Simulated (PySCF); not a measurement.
# C₃H₁₂BOPSi: a changed input and its effect

System: C₃H₁₂BOPSi.
Method of run A: GIAO PBE0/pcSseg-1 NMR shielding, non-relativistic, gas phase (PySCF 2.14.0).

The geometry comes from this level: GFN2-xTB. Text and figures count atoms from 1; the logs count them from 0 in places.

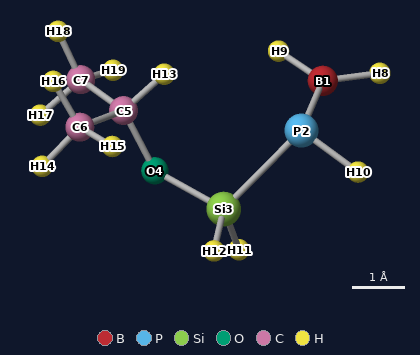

Fig. 1: The structure as given in the input (ball-and-stick view, seen at a tilt; atoms are numbered from 1 in the order of the input).

### Input file, run A
```
{"job": {"kind": "nmr", "xc": "PBE0", "basis": "pcSseg-1"}, "charge": 0, "multiplicity": 1}
B      3.003471     0.241198     0.783515
P      2.281719    -1.092883    -0.235928
Si     0.793311    -0.128944    -1.602681
O     -0.394033     0.516144    -0.727796
C     -0.996955     0.049603     0.457709
C     -2.058779    -0.993062     0.129373
C     -1.588325     1.249760     1.187987
H      4.161351     0.379230     0.863313
H      2.285214     0.875050     1.458043
H      3.279711    -1.392372    -1.136392
H      1.229675     1.049827    -2.343578
H      0.351613    -1.227297    -2.469811
H     -0.218011    -0.414216     1.082607
H     -2.788062    -0.569479    -0.557008
H     -1.595714    -1.856238    -0.341729
H     -2.565067    -1.311010     1.036401
H     -2.364653     1.705665     0.578221
H     -2.013356     0.939539     2.138523
H     -0.812912     1.988735     1.371540
```

The first line tells a small driver script what to run in PySCF; the rest is the geometry in Å.

Command:
```bash
OMP_NUM_THREADS=1 python <driver script> task.json out
```

Hardware: 1 CPU thread, shared host.

### Output (run A)
```
coarse grid: 16120 points
cycle   1  E = -851.7515837168  dE =  5.759e-01  |g| = 7.164e-01  |ddm| = 3.721e+00
cycle   2  E = -851.6064901244  dE =  1.451e-01  |g| = 1.128e+00  |ddm| = 1.676e+00
cycle   3  E = -851.8518442606  dE = -2.454e-01  |g| = 1.268e-01  |ddm| = 1.204e+00
cycle   4  E = -851.8549740743  dE = -3.130e-03  |g| = 3.844e-02  |ddm| = 1.327e-01
cycle   5  E = -851.8553308665  dE = -3.568e-04  |g| = 5.717e-03  |ddm| = 3.776e-02
cycle   6  E = -851.8553387326  dE = -7.866e-06  |g| = 2.419e-03  |ddm| = 1.077e-02
final grid: 144360 points
cycle   7  E = -851.9059914438  dE = -3.146e-05  |g| = 1.202e-02  |ddm| = 2.995e-02
cycle   8  E = -851.9059651597  dE =  2.628e-05  |g| = 1.652e-02  |ddm| = 2.248e-02
cycle   9  E = -851.9060238322  dE = -5.867e-05  |g| = 1.491e-03  |ddm| = 1.369e-02
cycle  10  E = -851.9060242768  dE = -4.445e-07  |g| = 2.379e-04  |ddm| = 1.525e-03
cycle  11  E = -851.9060242909  dE = -1.417e-08  |g| = 7.816e-05  |ddm| = 3.869e-04
cycle  12  E = -851.9060242927  dE = -1.760e-09  |g| = 2.317e-05  |ddm| = 1.251e-04
cycle  13  E = -851.9060242928  dE = -1.573e-10  |g| = 4.310e-06  |ddm| = 2.565e-05
converged SCF energy = -851.9060242928

GIAO shielding tensors (ppm)
atom      isotropic    diamagn.    paramagn.     s11        s22        s33       span
  0 B       13.857     197.990    -184.133    -95.807     -9.774    147.152    242.960
  1 P      480.208     971.818    -491.610    328.292    507.747    604.584    276.292
  2 Si     378.924     881.332    -502.408    324.366    351.504    460.902    136.536
  3 O      278.475     400.206    -121.731    227.994    303.087    304.345     76.351
  4 C      116.605     243.161    -126.556     88.608    106.321    154.886     66.278
  5 C      161.655     249.081     -87.426    145.246    154.148    185.571     40.325
  6 C      159.419     247.843     -88.424    140.365    151.466    186.426     46.061
  7 H       22.806      29.680      -6.874     13.885     26.704     27.830     13.946
  8 H       23.115      31.555      -8.440     13.484     26.577     29.285     15.802
  9 H       28.977      30.948      -1.971     24.506     26.324     36.101     11.595
 10 H       26.234      30.323      -4.089     22.055     24.932     31.714      9.659
 11 H       26.090      30.252      -4.162     22.176     24.931     31.164      8.988
 12 H       27.276      34.079      -6.803     23.425     28.698     29.704      6.279
 13 H       30.541      30.353       0.189     27.825     28.386     35.413      7.588
 14 H       30.027      31.282      -1.254     25.338     29.393     35.351     10.012
 15 H       30.622      29.937       0.684     26.524     28.241     37.100     10.576
 16 H       30.345      30.052       0.293     27.340     28.543     35.152      7.812
 17 H       30.678      29.784       0.894     26.659     28.209     37.167     10.507
 18 H       30.022      30.758      -0.736     25.667     28.455     35.942     10.275
```

Run B used a changed input.

### The two runs side by side

| quantity | run A | run B |
| --- | --- | --- |
| outcome | converged | converged |
| total energy (hartree) | −851.906024 | −851.937247 |
| HOMO (eV) | −7.43 | −7.37 |
| LUMO (eV) | −1.76 | −1.75 |
| dipole moment (D) | 0.68 | 0.74 |
| shielding of B1 (ppm) | 13.9 | 31.9 |
| shielding of P2 (ppm) | 480.2 | 519.2 |
| shielding of Si3 (ppm) | 378.9 | 419.4 |
| shielding of O4 (ppm) | 278.5 | 284.7 |
| shielding of C5 (ppm) | 116.6 | 130.5 |
| shielding of C6 (ppm) | 161.7 | 174.0 |
| shielding of C7 (ppm) | 159.4 | 171.9 |
| SCF iterations | 13 | 13 |
| basis functions | 193 | 206 |
| wall time (shared host) | 23 s | 22 s |

What was changed in the input?

The change (lines with − go, lines with + come):
```diff
-"basis": "pcSseg-1"
+"basis": "6-31++G**"
+"pop": false
```

The total energy of run B is 19.6 kcal/mol lower, which measures the change of basis and not a stability. The HOMO goes from −7.43 to −7.37 eV. The dipole moment goes from 0.68 to 0.74 D. Of all shieldings, the largest change is that of Si3, by +40.5 ppm. The number of SCF iterations is the same. The basis functions go from 193 to 206.

### Output (run B)
```
coarse grid: 16120 points
cycle   1  E = -851.9079864440  dE =  5.730e-01  |g| = 6.845e-01  |ddm| = 4.455e+00
cycle   2  E = -851.7587834950  dE =  1.492e-01  |g| = 1.103e+00  |ddm| = 4.427e+00
cycle   3  E = -852.0072121359  dE = -2.484e-01  |g| = 1.262e-01  |ddm| = 3.365e+00
cycle   4  E = -852.0105673860  dE = -3.355e-03  |g| = 3.610e-02  |ddm| = 2.665e-01
cycle   5  E = -852.0109044236  dE = -3.370e-04  |g| = 5.936e-03  |ddm| = 7.920e-02
cycle   6  E = -852.0109141128  dE = -9.689e-06  |g| = 2.164e-03  |ddm| = 2.300e-02
final grid: 144360 points
cycle   7  E = -851.9372161970  dE = -2.838e-05  |g| = 1.084e-02  |ddm| = 8.856e-02
cycle   8  E = -851.9371953433  dE =  2.085e-05  |g| = 1.437e-02  |ddm| = 4.451e-02
cycle   9  E = -851.9372470625  dE = -5.172e-05  |g| = 1.317e-03  |ddm| = 2.737e-02
cycle  10  E = -851.9372474295  dE = -3.670e-07  |g| = 2.583e-04  |ddm| = 3.099e-03
cycle  11  E = -851.9372474452  dE = -1.572e-08  |g| = 7.439e-05  |ddm| = 9.770e-04
cycle  12  E = -851.9372474469  dE = -1.693e-09  |g| = 2.368e-05  |ddm| = 2.676e-04
cycle  13  E = -851.9372474471  dE = -1.742e-10  |g| = 4.585e-06  |ddm| = 6.787e-05
converged SCF energy = -851.9372474471

GIAO shielding tensors (ppm)
atom      isotropic    diamagn.    paramagn.     s11        s22        s33       span
  0 B       31.931     192.084    -160.154    -68.707     10.925    153.575    222.281
  1 P      519.199     972.077    -452.877    381.579    543.072    632.947    251.368
  2 Si     419.391     882.221    -462.831    367.918    394.045    496.210    128.292
  3 O      284.700     394.872    -110.172    243.671    303.233    307.196     63.525
  4 C      130.496     252.659    -122.164    103.072    121.557    166.857     63.785
  5 C      173.969     243.624     -69.656    158.419    166.485    197.002     38.582
  6 C      171.896     242.841     -70.945    153.221    164.577    197.890     44.670
  7 H       22.850      28.884      -6.033     13.949     26.821     27.781     13.832
  8 H       23.130      30.143      -7.014     13.599     26.652     29.138     15.540
  9 H       29.020      30.973      -1.953     24.497     26.348     36.216     11.719
 10 H       26.207      30.220      -4.012     22.105     24.927     31.590      9.485
 11 H       26.115      30.510      -4.395     22.425     24.924     30.997      8.572
 12 H       27.068      35.624      -8.557     23.246     28.415     29.542      6.296
 13 H       30.699      29.994       0.705     28.028     28.630     35.441      7.413
 14 H       30.177      29.302       0.875     25.439     29.661     35.431      9.991
 15 H       30.720      30.322       0.398     26.551     28.512     37.097     10.546
 16 H       30.520      29.713       0.807     27.428     28.934     35.197      7.769
 17 H       30.762      30.060       0.702     26.704     28.384     37.197     10.493
 18 H       30.198      28.671       1.527     25.667     28.806     36.121     10.454
```
